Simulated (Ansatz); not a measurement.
# How many bands does the GW gap of GaCuCCl4O (P-1) need?

How do accuracy and time trade against each other in G0W0 on GaCuCCl4O (P-1)?

Calculated with Ansatz 0.2.0; G0W0 on PBE, plane waves, PAW; PAW set soft_1.

In doubt: one-shot GW on d or f shells is unsure, so the values of those runs are not to be relied on.

### Step 1. Starting point

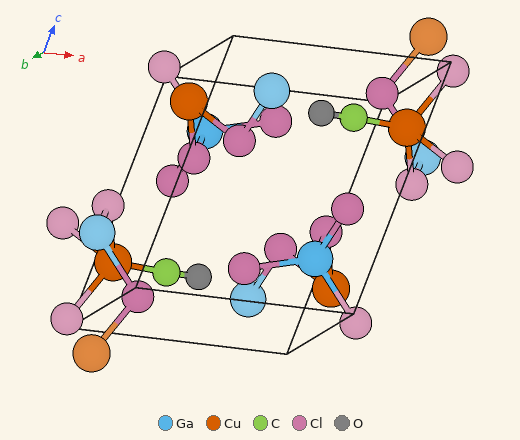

The starting structure, seen from a free direction (gallium blue, copper orange, carbon green, chlorine pink, oxygen grey). Some periodic images of atoms are drawn too.

Geometry: measured cell, ions relaxed with PBE. The runs that relaxed it are not among those shown.

### Step 2. 145 empty bands, screening to 30 eV

G0W0 replaces the xc potential by the self-energy, built once from these orbitals. Only a window of levels is corrected, while the sums run over the empty bands that the input names. This step takes PAW set soft_1 files.

The input, input.yaml:

```yaml
crystal:
  lattice:
    - [6.8769, 0.0, 0.0]
    - [0.522228115, 6.9960358808, 0.0]
    - [3.0741926905, 1.1449101349, 8.1219214749]
  atoms:
    - { symbol: Ga, position: [0.2081665666, 0.7574132111, 0.7643240985] }
    - { symbol: Ga, position: [0.7918334334, 0.2425867889, 0.2356759015] }
    - { symbol: Cu, position: [0.022745104, 0.7338024064, 0.2203571138] }
    - { symbol: Cu, position: [0.977254896, 0.2661975936, 0.7796428862] }
    - { symbol: C, position: [0.2827240723, 0.7757339647, 0.2143510568] }
    - { symbol: C, position: [0.7172759277, 0.2242660353, 0.7856489432] }
    - { symbol: Cl, position: [0.9210642142, 0.756937292, 0.9889027727] }
    - { symbol: Cl, position: [0.0789357858, 0.243062708, 0.0110972273] }
    - { symbol: Cl, position: [0.7852164132, 0.9565929156, 0.3873724251] }
    - { symbol: Cl, position: [0.2147835868, 0.0434070844, 0.6126275749] }
    - { symbol: Cl, position: [0.8424017929, 0.4560128272, 0.3819958627] }
    - { symbol: Cl, position: [0.1575982071, 0.5439871728, 0.6180041373] }
    - { symbol: Cl, position: [0.4876463372, 0.6931938752, 0.8219630673] }
    - { symbol: Cl, position: [0.5123536628, 0.3068061248, 0.1780369327] }
    - { symbol: O, position: [0.4396928157, 0.8115366937, 0.2184202269] }
    - { symbol: O, position: [0.5603071843, 0.1884633063, 0.7815797731] }
kpoints:
  mp_grid: { grid: [2, 2, 2] }
hamiltonian:
  xc: pbe
  pseudopotentials: { kind: paw, azcp: { folder: soft_1 } }
scf:
  occupations: { method: fixed }
gw:
  n_empty_bands: 145
  ecut_chi: 30
  qp_bands: [v4, c4]
  qp_kpoints: band_edges
  screening: { model: contour_deformation }
```

Launch:

```bash
$ ansatz run input.yaml --threads 2 --pin off --max-ram 73728MiB --backend cuda --events-out ev --progress --plain --runs-dir out --devices 1 --max-vram 13GiB
```

Numbers of over 12 decimals in the logs are rounded to 6 here.

The program printed:

```text
GPUs: using 1 of 1 available (devices: 1).
Engine: ansatz 0.2.0, x86_64-unknown-linux-gnu
Pseudopotentials: kind: paw
Pseudopotential: Ga, paw, valence charge 13, recommended cutoff 420 eV (normal), soft_1/Ga.paw.azcp
Pseudopotential: Cu, paw, valence charge 19, recommended cutoff 420 eV (normal), soft_1/Cu.paw.azcp
Pseudopotential: C, paw, valence charge 4, recommended cutoff 420 eV (normal), soft_1/C.paw.azcp
Pseudopotential: Cl, paw, valence charge 7, recommended cutoff 420 eV (normal), soft_1/Cl.paw.azcp
Pseudopotential: O, paw, valence charge 6, recommended cutoff 420 eV (normal), soft_1/O.paw.azcp
Functional definition: PBE
  parameter kappa = 0.804
  parameter beta = 0.066725
  exchange = pbe_x(kappa = kappa, mu = beta*pi^2/3)
  correlation = pbe_c(beta = beta)
device memory: the entry about to start is reckoned to put 3.4 GiB on a device that reports 41.0 GiB free (of which the cap on the GPU budget leaves the run 13.0 GiB)
GPU FFT provider: cuFFT
GPU libraries: cuBLAS 13.8.2, cuFFT 12.4.0, cuSOLVER 12.3.4
Crystal: 16 atoms, lattice volume = 390.754 Å³
Basis set: ecut = 420 eV, 7629 PW (Γ)
Bands: 86, of which v1, the nominal top of the filled ones, is band 70 counted from 1 (69 counted from 0)
Symmetry: 2 space group operations
Space group: P-1 (ITA 2), of the structure as read, at distance tolerance 7.3e-5 Å
k-points: 8
Non-local potential: Ga, projectors of the file, l = 0: 2, l = 1: 2, l = 2: 3, l = 3: 1
Non-local potential: Cu, projectors of the file, l = 0: 3, l = 1: 2, l = 2: 3, l = 3: 1
Non-local potential: C, projectors of the file, l = 0: 2, l = 1: 2, l = 2: 1
Non-local potential: Cl, projectors of the file, l = 0: 2, l = 1: 2, l = 2: 1
Non-local potential: O, projectors of the file, l = 0: 2, l = 1: 2, l = 2: 1
PAW form: soft (Blöchl's): semilocal exchange-correlation on the pseudo side does not see the compensation charge
PAW one-centre angular grid: Ga, 590 points (default); XC on 64 Gauss nodes
PAW one-centre angular grid: Cu, 590 points (default); XC on 64 Gauss nodes
PAW one-centre angular grid: C, 110 points (default); XC on 64 Gauss nodes
PAW one-centre angular grid: Cl, 110 points (default); XC on 64 Gauss nodes
PAW one-centre angular grid: O, 110 points (default); XC on 64 Gauss nodes
Initial density: superposition of atomic densities (chi_scale 0.1, normalization cell, long waves kept (reshape's long-wave potential 0.29 eV rms))
Initial wavefunctions: pseudopotential atomic-orbital guess
GPU buffer pool allocated for 138240 grid points (all kernels)
GPU transforms: local potential and band sums: pruned to the plane-wave sphere, on 45×48×60
Functional: x = pbe(κ = 0.804, μ = 0.219515), c = pbe(β = 0.066725)
SCF iter   1: F=—  HF=-31109.338911 eV  |F-HF|=—  |Δ(HF+E_count)|=         —  Δρ=1.02e-1  dr2=4.30e1  ethr=3.10e-3  ⟨swp⟩=5.0  Hψ=2576  notcnv=0  defer=89
preconditioner: auto → Resta (q_TF=auto, 2.299 Å⁻¹)  ε∞=3.4  [insulator: Δε(μ)=3.620 eV  Ē_g=13.639 eV  n_scr=82 (ndim 8)  ℏωp=20.9 eV  f_vac=0.141  ε∞_Penn≈3.4]
SCF iter   2: F=—  HF=-31102.175524 eV  |F-HF|=—  |Δ(HF+E_count)|=    7.16e0  Δρ=9.63e-2  dr2=1.99e1  ethr=3.10e-3  ⟨swp⟩=4.0  Hψ=1798  notcnv=0  defer=80
SCF iter   3: F=—  HF=-31099.479093 eV  |F-HF|=—  |Δ(HF+E_count)|=    2.70e0  Δρ=3.76e-2  dr2=5.84e0  ethr=3.10e-3  ⟨swp⟩=3.6  Hψ=1629  notcnv=0  defer=103
SCF iter   4: F=—  HF=-31098.230180 eV  |F-HF|=—  |Δ(HF+E_count)|=    1.25e0  Δρ=1.73e-2  dr2=9.88e-1  ethr=3.10e-3  ⟨swp⟩=2.5  Hψ=1347  notcnv=0  defer=87
SCF iter   5: F=—  HF=-31098.110186 eV  |F-HF|=—  |Δ(HF+E_count)|=   1.20e-1  Δρ=1.37e-2  dr2=4.02e-1  ethr=7.05e-4  ⟨swp⟩=2.9  Hψ=1141  notcnv=0  defer=110
SCF iter   6: F=—  HF=-31098.128744 eV  |F-HF|=—  |Δ(HF+E_count)|=   1.86e-2  Δρ=2.86e-3  dr2=4.69e-2  ethr=2.87e-4  ⟨swp⟩=2.0  Hψ=993  notcnv=0  defer=109
SCF iter   7: F=—  HF=-31098.121095 eV  |F-HF|=—  |Δ(HF+E_count)|=   7.65e-3  Δρ=4.42e-3  dr2=5.95e-2  ethr=3.35e-5  ⟨swp⟩=2.0  Hψ=1287  notcnv=0  defer=112
SCF iter   8: F=—  HF=-31098.115179 eV  |F-HF|=—  |Δ(HF+E_count)|=   5.92e-3  Δρ=1.32e-3  dr2=5.74e-3  ethr=3.35e-5  ⟨swp⟩=2.0  Hψ=866  notcnv=0  defer=112
SCF iter   9: F=—  HF=-31098.115364 eV  |F-HF|=—  |Δ(HF+E_count)|=   1.85e-4  Δρ=7.95e-4  dr2=1.87e-3  ethr=4.10e-6  ⟨swp⟩=2.1  Hψ=1041  notcnv=0  defer=112
SCF iter  10: F=—  HF=-31098.115215 eV  |F-HF|=—  |Δ(HF+E_count)|=   1.49e-4  Δρ=1.66e-4  dr2=8.46e-5  ethr=1.34e-6  ⟨swp⟩=2.0  Hψ=688  notcnv=0  defer=105
SCF iter  11: F=—  HF=-31098.115222 eV  |F-HF|=—  |Δ(HF+E_count)|=   6.75e-6  Δρ=5.28e-5  dr2=7.69e-6  ethr=6.05e-8  ⟨swp⟩=2.1  Hψ=910  notcnv=0  defer=80
SCF iter  12: F=—  HF=-31098.115221 eV  |F-HF|=—  |Δ(HF+E_count)|=   5.52e-7  Δρ=1.46e-5  dr2=8.08e-7  ethr=5.50e-9  ⟨swp⟩=2.0  Hψ=942  notcnv=0  defer=80
SCF iter  13: F=—  HF=-31098.115221 eV  |F-HF|=—  |Δ(HF+E_count)|=   8.53e-8  Δρ=1.33e-5  dr2=5.62e-7  ethr=5.77e-10  ⟨swp⟩=2.0  Hψ=1104  notcnv=0  defer=80
SCF iter  14: F=—  HF=-31098.115221 eV  |F-HF|=—  |Δ(HF+E_count)|=   6.40e-8  Δρ=6.46e-6  dr2=1.31e-7  ethr=4.02e-10  ⟨swp⟩=2.0  Hψ=848  notcnv=0  defer=80
SCF iter  15: F=-31098.115221 eV  HF=-31098.115221 eV  |F-HF|=2.47e-9  |Δ(HF+E_count)|=   1.22e-8  Δρ=1.48e-6  dr2=7.76e-9  ethr=7.14e-11  ⟨swp⟩=14.1  Hψ=3131  notcnv=0
SCF 1 converged in 15 iterations: F = -31098.115221 eV  dr2 = 7.76e-9
[...]
NSCF: frozen V_eff on 8 k-points
G₀W₀ screening: q 1/8
[... further progress lines ...]
SCF converged after 15 iterations
Free energy (F): -31098.115221 eV
Harris-Foulkes:  -31098.115221 eV  (|F-HF|=2.47e-9)
Internal energy: -31098.115221 eV  (E = F + TS)
E sigma→0 (E₀):  -31098.115221 eV
Fermi energy:    1.715285 eV
--- Per-component energies (eV) ---
  E_band       = -1882.599356
  E_kinetic    = 2454.239621
  E_local      = -22934.199545  (includes V_loc(G=0)·N_el)
  E_nonlocal   = 2019.950169
  E_hartree    = 10263.537444
  E_xc         = -1346.300348
  E_vxc        = -1499.790506  (∫ρ·V_xc dr)
  E_paw        = -13427.549843  (= ΣΔE_a)
  E_vpaw       = -2449.876692  (= ΣTr[D̂ρ^β])
  E_aug_tail   = 0.003982  (compensation charges beyond the density's cutoff)
  E_ewald      = -8127.796701
  E_smearing   = -0.000000  (= −TS)
  E_closure    = 0.000000  (closes the sum)
  Σ components = -31098.115221   (vs F -31098.115221, Δ=0.00e0)
--- Band table (eV; the first three rows and the last of 8) ---
  k-point 0: bands = [... 66 lower, 1.4394, 1.4899, 1.5833, 1.6996, 4.8663, 5.2353, 5.4496, 5.4934, ... 12 higher]
  k-point 1: bands = [... 66 lower, 1.4380, 1.5511, 1.6046, 1.6527, 5.0000, 5.1889, 5.4187, 5.4835, ... 12 higher]
  k-point 2: bands = [... 66 lower, 1.3705, 1.3882, 1.6383, 1.7153, 5.2995, 5.3414, 5.4778, 5.5543, ... 12 higher]
  k-point 7: bands = [... 66 lower, 1.3506, 1.4294, 1.6173, 1.6733, 5.3859, 5.4080, 5.4275, 5.5228, ... 12 higher]
--- G₀W₀: contour deformation, 6 samples at zero and on the imaginary axis and 1 off it, 8 q-points, 145 empty bands' worth ---
  eigenvalues of the whole cell's RPA ε∞ on this k-mesh (on a slab, of 1 + 4πα/V) = 2.5764, 2.7274, 2.8881; static W/v taken at q = 0 is 0.364487
  gw.qp_kpoints: band_edges: 8 of 8 stored k-points solved, in 1 pass; an edge of the gap read off the rows below is read off those points alone
  `?` marks the rows in doubt; gw_qp.tsv's column doubts and the gw_qp event give each row's grounds
    ik  band        ε_KS         Σx   Σc(E_QP)       V_xc       Z   E_QP_lin       E_QP  E_QP is
     0    67      1.4394   -39.8775     6.1331   -31.7616  0.7270    -0.6690    -0.5435  root ?
     0    68      1.4899   -40.2567     6.2224   -32.0267  0.7265    -0.6491    -0.5176  root ?
     0    69      1.5833   -39.5760     5.9870   -31.6376  0.7307    -0.4844    -0.3681  root ?
     0    70      1.6996   -38.6654     5.8160   -30.9384  0.7361    -0.3181    -0.2114  root ?
     0    71      4.8663   -10.7475    -2.8947   -15.4157  0.8232     6.6839     6.6398  root
     0    72      5.2353   -11.6789    -3.0052   -16.6833  0.8061     7.3114     7.2345  root
     0    73      5.4496   -11.6470    -3.2853   -17.0830  0.7878     7.7217     7.6003  root ?
     0    74      5.4934   -11.9792    -3.3212   -17.4626  0.7847     7.7863     7.6556  root ?
     1    67      1.4380   -40.0788     6.1619   -31.9327  0.7266    -0.6716    -0.5463  root ?
     1    68      1.5511   -39.8961     6.1051   -31.8162  0.7295    -0.5451    -0.4236  root ?
     1    69      1.6046   -39.5706     6.0327   -31.5672  0.7303    -0.4865    -0.3660  root ?
     1    70      1.6527   -38.7015     5.8406   -30.9486  0.7351    -0.3679    -0.2596  root ?
     1    71      5.0000   -11.2353    -2.9378   -16.0616  0.8137     6.9476     6.8885  root
     1    72      5.1889   -11.2053    -2.9884   -16.1829  0.8165     7.2438     7.1781  root
     1    73      5.4187   -11.5633    -3.2462   -16.9133  0.7898     7.6342     7.5225  root ?
     1    74      5.4835   -12.0516    -3.2572   -17.4219  0.7866     7.7155     7.5965  root ?
     2    67      1.3705   -40.5985     6.2607   -32.3472  0.7235    -0.7488    -0.6202  root ?
     2    68      1.3882   -40.6954     6.3302   -32.3485  0.7223    -0.7650    -0.6284  root ?
     2    69      1.6383   -38.8846     5.8971   -31.0667  0.7343    -0.3926    -0.2824  root ?
     2    70      1.7153   -38.8932     5.8513   -31.1224  0.7358    -0.3121    -0.2043  root ?
     2    71      5.2995   -11.3791    -3.1113   -16.5062  0.8011     7.4020     7.3153  root
     2    72      5.3414   -11.9546    -3.1080   -17.0979  0.7968     7.4697     7.3767  root
     2    73      5.4778   -11.9384    -3.2508   -17.3299  0.7886     7.7371     7.6185  root ?
     2    74      5.5543   -12.3313    -3.2857   -17.7817  0.7844     7.8451     7.7189  root ?
     3    67      1.3803   -41.2982     6.4852   -32.7529  0.7203    -0.8251    -0.6799  root ?
     3    68      1.4302   -39.5622     5.9860   -31.6587  0.7290    -0.5994    -0.4872  root ?
     3    69      1.6422   -39.0551     5.9374   -31.1795  0.7333    -0.4099    -0.2960  root ?
     3    70      1.6949   -38.5939     5.8192   -30.8719  0.7363    -0.3134    -0.2079  root ?
     3    71      5.2418   -11.4550    -3.0811   -16.5521  0.8030     7.3411     7.2577  root
     3    72      5.3599   -11.4689    -3.2094   -16.7361  0.7925     7.5195     7.4177  root ?
     3    73      5.5259   -12.1691    -3.2281   -17.5115  0.7886     7.7540     7.6402  root ?
[...]
4    71      5.0152   -11.2073    -2.9335   -16.0327  0.8155     6.9642     6.9072  root
     4    72      5.0510   -11.2401    -2.9873   -16.1631  0.8098     7.0526     6.9867  root
[...]
5    71      5.1200   -11.4856    -3.0259   -16.5029  0.8092     7.1834     7.1114  root
     5    72      5.1663   -11.0594    -2.9653   -15.9673  0.8179     7.1699     7.1089  root
     5    73      5.3596   -11.9639    -3.1396   -17.1283  0.7919     7.4804     7.3844  root
[...]
7    67      1.3506   -40.7863     6.3954   -32.3652  0.7210    -0.8141    -0.6751  root ?
     7    68      1.4294   -39.7674     6.0279   -31.8093  0.7282    -0.6154    -0.5007  root ?
     7    69      1.6173   -39.2849     5.9866   -31.3493  0.7321    -0.4484    -0.3316  root ?
     7    70      1.6733   -38.8200     5.8795   -31.0144  0.7348    -0.3633    -0.2528  root ?
     7    71      5.3859   -11.9643    -3.2133   -17.2826  0.7922     7.5989     7.4910  root ?
     7    72      5.4080   -11.7726    -3.1765   -17.0512  0.7930     7.6173     7.5101  root ?
     7    73      5.4275   -11.7639    -3.2153   -17.0875  0.7896     7.6487     7.5357  root ?
     7    74      5.5228   -12.2373    -3.2524   -17.6220  0.7881     7.7713     7.6550  root ?
```

Wall time 11 s (1 × NVIDIA H100 80GB HBM3 (shared by 6 runs) with 2 threads of AMD EPYC 7R13 (Zen 3), shared host); peak memory 1.5 GiB.

Reading the cycles: dr2 is the Hartree energy of the density residual (eV), the measure of convergence; HF is the Harris–Foulkes estimate of the energy, which meets the free energy F at convergence.

Numbers from this step:

* bands summed: 215
* RPA ε∞ on this mesh (eigenvalues): 2.576, 2.727, 2.888
* plane waves in the screening matrix: 139
* q-points in the mesh: 8
* G0W0 gap on the mesh: 6.844 eV
* k of the valence top: 0, -0.5, 0
* k of the conduction bottom: 0, 0, 0
* starting gap on the mesh: 3.151 eV
* Z at the valence top: 0.7358
* Z at the conduction bottom: 0.8232
* least direct G0W0 gap on the computed points: 6.851 eV

The gap on the mesh goes from 3.15 eV to 6.84 eV, a correction of +3.69 eV. The program marks an edge row as in doubt. Between the two edge states, bare exchange in place of the xc potential would open the gap by 12.44 eV, and correlation takes back 8.75 eV.

### Step 3. 412 empty bands, screening to 60 eV

Another rung: the empty bands reach about as high as the screening cutoff, so the two stay in balance.

Changes to input.yaml since step 2:

```diff
@@ -30,4 +30,4 @@
 gw:
-  n_empty_bands: 145
-  ecut_chi: 30
+  n_empty_bands: 412
+  ecut_chi: 60
   qp_bands: [v4, c4]
```

The program printed:

```text
GPUs: using 1 of 1 available (devices: 1).
[...]
GPU FFT provider: cuFFT
GPU libraries: cuBLAS 13.8.2, cuFFT 12.4.0, cuSOLVER 12.3.4
Crystal: 16 atoms, lattice volume = 390.754 Å³
Basis set: ecut = 420 eV, 7629 PW (Γ)
Bands: 86, of which v1, the nominal top of the filled ones, is band 70 counted from 1 (69 counted from 0)
Symmetry: 2 space group operations
[...]
k-points: 8
[...]
GPU buffer pool allocated for 138240 grid points (all kernels)
[...]
SCF iter   1: F=—  HF=-31109.338911 eV  |F-HF|=—  |Δ(HF+E_count)|=         —  Δρ=1.02e-1  dr2=4.30e1  ethr=3.10e-3  ⟨swp⟩=5.0  Hψ=2576  notcnv=0  defer=89
[...]
SCF iter  15: F=-31098.115221 eV  HF=-31098.115221 eV  |F-HF|=2.47e-9  |Δ(HF+E_count)|=   1.22e-8  Δρ=1.48e-6  dr2=7.76e-9  ethr=7.14e-11  ⟨swp⟩=14.1  Hψ=3131  notcnv=0
SCF 1 converged in 15 iterations: F = -31098.115221 eV  dr2 = 7.76e-9
[...]
NSCF: frozen V_eff on 8 k-points
[...]
G₀W₀ screening: q 1/8
[... further progress lines ...]
SCF converged after 15 iterations
Free energy (F): -31098.115221 eV
[...]
Internal energy: -31098.115221 eV  (E = F + TS)
E sigma→0 (E₀):  -31098.115221 eV
Fermi energy:    1.715285 eV
[...]
--- Band table (eV; the first three rows and the last of 8) ---
  k-point 0: bands = [... 66 lower, 1.4394, 1.4899, 1.5833, 1.6996, 4.8663, 5.2353, 5.4496, 5.4934, ... 12 higher]
  k-point 1: bands = [... 66 lower, 1.4380, 1.5511, 1.6046, 1.6527, 5.0000, 5.1889, 5.4187, 5.4835, ... 12 higher]
  k-point 2: bands = [... 66 lower, 1.3705, 1.3882, 1.6383, 1.7153, 5.2995, 5.3414, 5.4778, 5.5543, ... 12 higher]
  k-point 7: bands = [... 66 lower, 1.3506, 1.4294, 1.6173, 1.6733, 5.3859, 5.4080, 5.4275, 5.5228, ... 12 higher]
[...]
0    67      1.4394   -39.8775     6.7781   -31.7616  0.7104     0.0523     0.1015  root
     0    68      1.4899   -40.2567     6.8697   -32.0267  0.7100     0.0781     0.1297  root
     0    69      1.5833   -39.5760     6.6170   -31.6376  0.7139     0.2157     0.2619  root
     0    70      1.6996   -38.6654     6.4016   -30.9384  0.7194     0.3293     0.3742  root
     0    71      4.8663   -10.7475    -3.2024   -15.4157  0.8140     6.3590     6.3321  root
     0    72      5.2353   -11.6789    -3.2527   -16.6833  0.7951     7.0401     6.9869  root
     0    73      5.4496   -11.6470    -3.4636   -17.0830  0.7755     7.5161     7.4221  root
     0    74      5.4934   -11.9792    -3.4808   -17.4626  0.7722     7.5999     7.4959  root ?
     1    67      1.4380   -40.0788     6.8098   -31.9327  0.7098     0.0527     0.1016  root
[...]
7    71      5.3859   -11.9643    -3.3977   -17.2826  0.7800     7.3891     7.3065  root
     7    72      5.4080   -11.7726    -3.3651   -17.0512  0.7811     7.4031     7.3216  root
     7    73      5.4275   -11.7639    -3.3837   -17.0875  0.7774     7.4559     7.3674  root
     7    74      5.5228   -12.2373    -3.4260   -17.6220  0.7758     7.5709     7.4815  root
```

Run time: 26 s. Hardware: 1 × NVIDIA H100 80GB HBM3 (shared by 6 runs) with 2 threads; peak memory 2 GiB; 34 s of CPU time.

Numbers from this step:

| Quantity | Value |
| --- | --- |
| bands summed | 482 |
| RPA ε∞ on this mesh (eigenvalues) | 2.590, 2.728, 2.897 |
| plane waves in the screening matrix | 421 |
| q-points in the mesh | 8 |
| G0W0 gap on the mesh | 5.946 eV |
| k of the valence top | 0, -0.5, 0 |
| k of the conduction bottom | 0, 0, 0 |
| starting gap on the mesh | 3.151 eV |
| Z at the valence top | 0.7191 |
| Z at the conduction bottom | 0.8140 |
| least direct G0W0 gap on the computed points | 5.958 eV |

Against the run with 2×2×2 mesh, 145 empty bands, screening to 30 eV, PAW set soft_1 files, the gap moves by −0.90 eV.

### Step 4. 887 empty bands, screening to 100 eV

Changes to input.yaml since step 3:

```diff
@@ -30,4 +30,4 @@
 gw:
-  n_empty_bands: 412
-  ecut_chi: 60
+  n_empty_bands: 887
+  ecut_chi: 100.0
   qp_bands: [v4, c4]
```

The program printed:

```text
GPUs: using 1 of 1 available (devices: 1).
[...]
GPU FFT provider: cuFFT
GPU libraries: cuBLAS 13.8.2, cuFFT 12.4.0, cuSOLVER 12.3.4
Crystal: 16 atoms, lattice volume = 390.754 Å³
Basis set: ecut = 420 eV, 7629 PW (Γ)
Bands: 86, of which v1, the nominal top of the filled ones, is band 70 counted from 1 (69 counted from 0)
Symmetry: 2 space group operations
[...]
k-points: 8
[...]
0    74      5.4934   -11.9792    -3.6723   -17.4626  0.7664     7.3841     7.3045  root
[...]
7    71      5.3859   -11.9643    -3.5975   -17.2826  0.7745     7.1688     7.1067  root
     7    72      5.4080   -11.7726    -3.5614   -17.0512  0.7758     7.1868     7.1252  root
     7    73      5.4275   -11.7639    -3.5739   -17.0875  0.7720     7.2448     7.1772  root
     7    74      5.5228   -12.2373    -3.6232   -17.6220  0.7701     7.3518     7.2842  root
[key lines of the parts left out:]
SCF converged after 15 iterations
Free energy (F): -31098.115221 eV
Fermi energy:    1.715285 eV
```

Elapsed: 53 s, on 1 × NVIDIA H100 80GB HBM3 (shared by 6 runs) with 2 threads; peak memory 3.2 GiB.

Numbers from this step:

```
bands summed                                 : 957
RPA ε∞ on this mesh (eigenvalues)            : 2.586, 2.721, 2.889
plane waves in the screening matrix          : 893
G0W0 gap on the mesh                         : 5.545 eV
k of the valence top                         : 0, -0.5, 0
k of the conduction bottom                   : 0, 0, 0
starting gap on the mesh                     : 3.151 eV
least direct G0W0 gap on the computed points : 5.563 eV
```

Against the run with 2×2×2 mesh, 412 empty bands, screening to 60 eV, PAW set soft_1 files, the gap moves by −0.40 eV.

[end of part 1 of 2]

[Paths, hosts, dates, memory and timing lines, banners, echoed tables and standing remarks are left out of the program output.]

[Logs are printed without paths, hosts, clocks, repeated set-up lines and the standing remarks that a program may print on its own settings, such as how far it seeks lower states.]

[Runs of the session that timed out or met a known fault of the program may be left out.]

[Cells called generated may have been cut or substituted from an entry of the Crystallography Open Database or the Materials Project.]

[Hosts, paths, dates, database ids (printed as entryN), source tags and the programs' standing remarks are cut or masked in the printed files.]
